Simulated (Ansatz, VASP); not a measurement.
# GaP: VASP beside Ansatz

One calculation is typed for both programs; each brings its own data sets and cutoff. How far apart do they land? The cell comes out of the VASP series on this material, whose earlier steps may have relaxed, scaled or displaced it; both programs get it as it stands.

Program: Ansatz 0.2.0. Level of theory: plane waves, with VASP 6.6.1 beside it; band structure at HSE06. Results are calculated unless marked as measured.

### 1. The structure

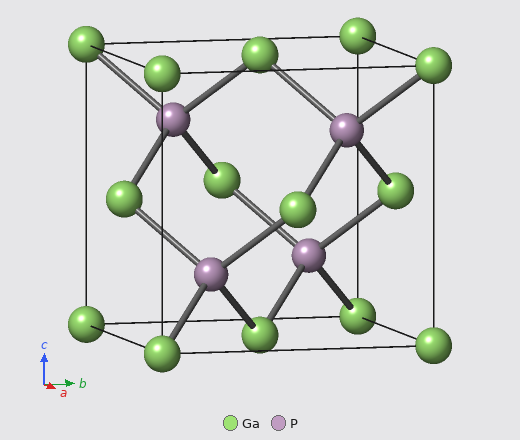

Start, viewed slightly off an axis; gallium green, phosphorus pink. This picture shows the conventional cell, with its axes. Bonds to atoms that aren't drawn are left out. Some periodic images of atoms are drawn too.

### 2. VASP: band structure, HSE06

Levels along a path test the potential and the projectors away from the mesh points.

Lines of VASP's logs that name or quote its potential files are left out, and so is its time.

Input file INCAR:

```
SYSTEM = GaP
PREC = Accurate
ENCUT = 400
EDIFF = 1E-06
NELM = 100
ISMEAR = 0
SIGMA = 0.05
LREAL = .FALSE.
ALGO = Normal
LHFCALC = .TRUE.
AEXX = 0.25
GGA = PE
HFSCREEN = 0.2
LASPH = .TRUE.
NBANDS = 15
PRECFOCK = Fast
LORBIT = 11
LWAVE = .FALSE.
LCHARG = .FALSE.
KPAR = 2
```

Input file POSCAR:

```
GaP
1.0
    0.0000000000      2.7146945537      2.7146945537
    2.7146945537      0.0000000000      2.7146945537
    2.7146945537      2.7146945537      0.0000000000
Ga P
1 1
Direct
    0.0000000000      0.0000000000      0.0000000000
    0.2500000000      0.2500000000      0.2500000000
```

Input file KPOINTS:

```
Automatic mesh
0
Gamma
5 5 5
0 0 0
```

Input file KPOINTS_OPT:

```
Line mode
6
Line-mode
Reciprocal
  0.00000000   0.00000000   0.00000000 GAMMA
  0.50000000   0.00000000   0.50000000 X

  0.50000000   0.00000000   0.50000000 X
  0.50000000   0.25000000   0.75000000 W

  0.50000000   0.25000000   0.75000000 W
  0.37500000   0.37500000   0.75000000 K

  0.37500000   0.37500000   0.75000000 K
  0.00000000   0.00000000   0.00000000 GAMMA

  0.00000000   0.00000000   0.00000000 GAMMA
  0.50000000   0.50000000   0.50000000 L

  0.50000000   0.50000000   0.50000000 L
  0.62500000   0.25000000   0.62500000 U

  0.62500000   0.25000000   0.62500000 U
  0.50000000   0.25000000   0.75000000 W

  0.50000000   0.25000000   0.75000000 W
  0.50000000   0.50000000   0.50000000 L

  0.50000000   0.50000000   0.50000000 L
  0.37500000   0.37500000   0.75000000 K

  0.62500000   0.25000000   0.62500000 U
  0.50000000   0.00000000   0.50000000 X
```

Potentials, in the order of the species: Ga_d and P (PBE family, release 64).

The run is started by

```sh
> mpirun -np 2 vasp_std
```

Numbers of over 12 decimals in the logs are rounded to 6 here.

What it wrote:

```text
[banner, memory and clock lines left out]
running    2 mpi-ranks, on    1 nodes
 distrk:  each k-point on    1 cores,    2 groups
 distr:  one band on    1 cores,    1 groups

 POSCAR found type information on POSCAR GaP
 POSCAR found :  2 types and       2 ions
 LDA part: xc-table for (Slater+PW92), standard interpolation
 found WAVECAR, reading the header
 POSCAR, INCAR and KPOINTS ok, starting setup
 FFT: planning ... GRIDC
 FFT: planning ... GRID_SOFT
 FFT: planning ... GRID
 reading WAVECAR
 the WAVECAR file was read successfully
 initial charge from wavefunction
 entering main loop
       N       E                     dE             d eps       ncg     rms          rms(c)
DAV:   1    -0.107742306005E+02   -0.10774E+02   -0.25455E-01   392   0.107E+01    0.194E-01
DAV:   2    -0.107783766730E+02   -0.41461E-02   -0.42226E-02   314   0.252E+00    0.132E-01
DAV:   3    -0.107781819247E+02    0.19475E-03   -0.11250E-03   400   0.451E-01    0.735E-02
DAV:   4    -0.107781584885E+02    0.23436E-04   -0.18043E-04   384   0.120E-01    0.468E-02
DAV:   5    -0.107781642203E+02   -0.57317E-05   -0.30052E-05   349   0.427E-02    0.298E-02
DAV:   6    -0.107781660247E+02   -0.18044E-05   -0.31508E-06   362   0.177E-02    0.190E-02
DAV:   7    -0.107781665337E+02   -0.50902E-06   -0.62393E-07   220   0.776E-03
   1 F= -.10778167E+02 E0= -.10778167E+02  d E =-.169644E-10
 Start KPOINTS_OPT (optional k-point list driver)
k-point batch [1-10\60]
       N       E                     dE             ncg
DAV:   1    -0.306817464076E+03   -0.46952E+04      307
DAV:   2    -0.127955263665E+04   -0.97274E+03      321
DAV:   3    -0.135259820764E+04   -0.73046E+02      370
DAV:   4    -0.135429767106E+04   -0.16995E+01      412
DAV:   5    -0.135432457299E+04   -0.26902E-01      420
DAV:   6    -0.135432534463E+04   -0.77163E-03      452
DAV:   7    -0.135432536188E+04   -0.17252E-04      390
DAV:   8    -0.135432536274E+04   -0.86114E-06      357
[...]
k-point batch [51-60\60]
       N       E                     dE             ncg
DAV:   1    -0.404145305753E+03   -0.64336E+04      300
DAV:   2    -0.133969206031E+04   -0.93555E+03      342
DAV:   3    -0.140605660144E+04   -0.66365E+02      342
DAV:   4    -0.140745840635E+04   -0.14018E+01      384
DAV:   5    -0.140748240659E+04   -0.24000E-01      405
DAV:   6    -0.140748348670E+04   -0.10801E-02      470
DAV:   7    -0.140748350295E+04   -0.16247E-04      398
DAV:   8    -0.140748350335E+04   -0.39946E-06      298
```

OUTCAR, selected parts (step 2):

```text
ion  position               nearest neighbor table
   1  0.000  0.000  0.000-   2 2.35   2 2.35   2 2.35   2 2.35
   2  0.250  0.250  0.250-   1 2.35   1 2.35   1 2.35   1 2.35

  LATTYP: Found a face centered cubic cell.
 ALAT       =     5.4293891074

 Subroutine GETGRP returns: Found 24 space group operations
 (whereof 24 operations were pure point group operations)

The static configuration has the point symmetry T_d .

 Found     10 irreducible k-points:

   k-points           NKPTS =     10   k-points in BZ     NKDIM =    125   number of bands    NBANDS=     15

   dimension x,y,z NGX =    28 NGY =   28 NGZ =   28
   dimension x,y,z NGXF=    56 NGYF=   56 NGZF=   56

   ENCUT  =  400.0 eV  29.40 Ry    5.42 a.u.   6.26  6.26  6.26*2*pi/ulx,y,z

   NELECT =      18.0000    total number of electrons

 k-points in reciprocal lattice and weights: Automatic mesh
   0.00000000  0.00000000  0.00000000       0.008
   0.20000000  0.00000000  0.00000000       0.064
   0.40000000  0.00000000  0.00000000       0.064
   0.20000000  0.20000000  0.00000000       0.048
   0.40000000  0.20000000  0.00000000       0.192
  -0.40000000  0.20000000  0.00000000       0.192
  -0.20000000  0.20000000  0.00000000       0.096
   0.40000000  0.40000000  0.00000000       0.048
  -0.40000000  0.40000000  0.00000000       0.096
  -0.40000000  0.40000000  0.20000000       0.192

  exchange ACFDT corr.  =         0.00000000  see jH, gK, PRB 81, 115126

 average (electrostatic) potential at core
       1 -58.2384       2 -79.7209

 E-fermi :   4.5372

 k-point     1 :       0.0000    0.0000    0.0000
  band No.  band energies     occupation
    ...
      5     -12.6450      2.00000
      6      -9.5480      2.00000
      7       4.3280      2.00000
      8       4.3280      2.00000
      9       4.3280      2.00000
     10       7.2602      0.00000
     11       9.1197      0.00000
     12       9.1197      0.00000
     13       9.1197      0.00000
     14      14.2696      0.00000
    ...

 k-point     2 :       0.2000    0.0000    0.0000
  band No.  band energies     occupation
    ...
      5     -12.6447      2.00000
      6      -8.9957      2.00000
      7       1.1262      2.00000
      8       3.7981      2.00000
      9       3.7982      2.00000
     10       7.6284      0.00000
     11       9.8740      0.00000
     12       9.8740      0.00000
     13      10.9575      0.00000
     14      14.2895      0.00000
    ...

 k-point     3 :       0.4000    0.0000    0.0000
  band No.  band energies     occupation
    ...
      5     -12.6408      2.00000
      6      -7.6515      2.00000
      7      -2.3312      2.00000
      8       3.1841      2.00000
      9       3.1841      2.00000
     10       6.9924      0.00000
     11      10.0289      0.00000
     12      10.0289      0.00000
     13      13.5754      0.00000
     14      15.6555      0.00000
    ...

  energy-cutoff  :      400.00
  volume of cell :       40.01
      direct lattice vectors                 reciprocal lattice vectors
     0.000000000  2.714694554  2.714694554    -0.184182784  0.184182784  0.184182784
     2.714694554  0.000000000  2.714694554     0.184182784 -0.184182784  0.184182784
     2.714694554  2.714694554  0.000000000     0.184182784  0.184182784 -0.184182784

 POSITION                                       TOTAL-FORCE (eV/Angst)
 -----------------------------------------------------------------------------------
      0.00000      0.00000      0.00000        -0.000000     -0.000000     -0.000000
      1.35735      1.35735      1.35735         0.000000      0.000000      0.000000
 -----------------------------------------------------------------------------------
    total drift:                               -0.000041     -0.000036     -0.000030

  FREE ENERGIE OF THE ION-ELECTRON SYSTEM (eV)
  ---------------------------------------------------
  free  energy   TOTEN  =       -10.7781665337 eV

  energy  without entropy=      -10.7781665337  energy(sigma->0) =      -10.77816653

 total charge
# of ion       s       p       d       tot
------------------------------------------
    1        0.823   0.866  10.032  11.721
    2        1.010   1.561   0.000   2.571
--------------------------------------------------
tot          1.833   2.427  10.032  14.292

[... 3 further parts left out ...]
```

(Continued in part 2 of 2.)

[Lines on the potential files, build, host, timing and source positions are cut from VASP's logs without a mark.]

[Logs are printed without paths, hosts, clocks, repeated set-up lines and the standing remarks that a program may print on its own settings, such as how far it seeks lower states.]

[Hosts, paths, dates, database ids (printed as entryN), source tags and the programs' standing remarks are cut or masked in the printed files.]
